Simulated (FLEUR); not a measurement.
Band structure of Na (Im-3m, 1 atom in the cell).

```
CELL_PARAMETERS angstrom
     -2.13000     2.13000     2.13000
      2.13000    -2.13000     2.13000
      2.13000     2.13000    -2.13000
ATOMIC_POSITIONS crystal
  Na 0.00000 0.00000 0.00000
```

Level of theory: PBE, all-electron FLAPW (FLEUR), scalar-relativistic valence.

Settings: Kmax = 3.8 1/bohr; GmaxXC = 13.3 1/bohr; xcFunctional = pbe; jspins = 1; l_soc = F; mode = hist; fermiSmearingEnergy = 0.00367493 Htr; mesh (inpgen div1-3) = 9 9 9; inpgen gamma flag = false; Gmax = 13.3 1/bohr; numbands = 0; maxIterBroyd = 15; imix = Anderson; alpha = 0.05.

The starting cell has typed, rounded lattice constants, without a prior relaxation at this level. Values depend on the basis (sphere radii, cutoffs, local orbitals), which need not be converged.

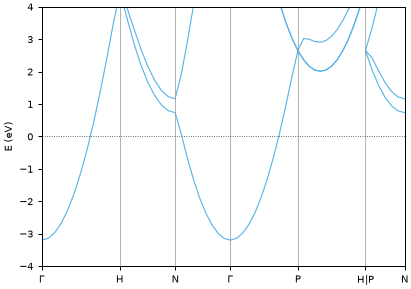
*Bands along the path, energies from the Fermi level.*

Levels in eV from the Fermi level, bands 1 to 7:
| point | 1 | 2 | 3 | 4 | 5 | 6 | 7 |
|---|---|---|---|---|---|---|---|
| Γ | -53.04 | -24.95 | -24.95 | -24.95 | -3.20 | 11.45 | 11.45 |
| H | -53.04 | -24.97 | -24.97 | -24.97 | 4.44 | 4.44 | 4.75 |
| N | -53.04 | -24.98 | -24.96 | -24.95 | 0.74 | 1.16 | 8.03 |
| P | -53.04 | -24.96 | -24.96 | -24.96 | 2.65 | 2.65 | 2.65 |
